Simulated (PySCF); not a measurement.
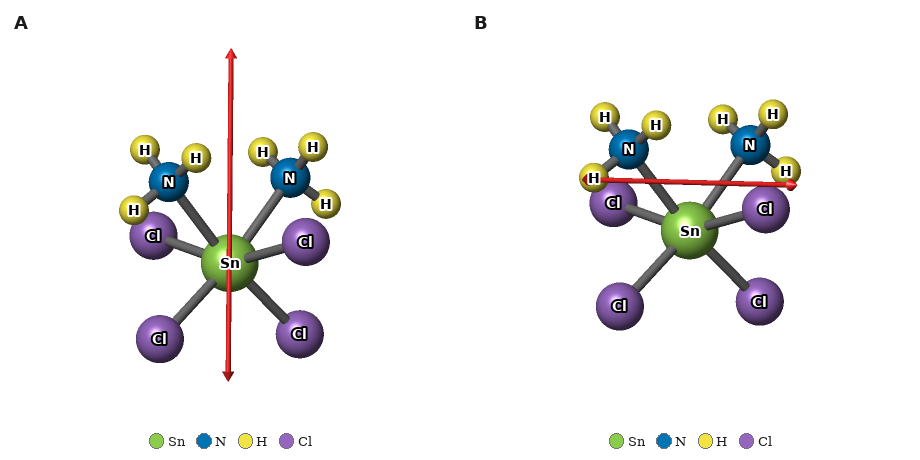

The double arrows show the directions of two transition dipoles from the ground state (lengths mean nothing). The computed structure is the end point of a PBE0-D3(BJ)/def2-SVP optimisation. No frequency run is at hand to confirm it as a minimum. Level of theory: TDDFT PBE0/def2-SVPD, vertical, gas phase, core orbitals frozen in the response, core potentials on Sn (PySCF 2.14.0).

### One belongs to singlet state 4 and one to singlet state 7. Which is which?

A: state 4, 5.05 eV (245 nm), oscillator strength 0.020, mainly HOMO−3 → LUMO (weight 0.95).
B: state 7, 5.35 eV (232 nm), oscillator strength 0.024, mainly HOMO−6 → LUMO (weight 0.98).
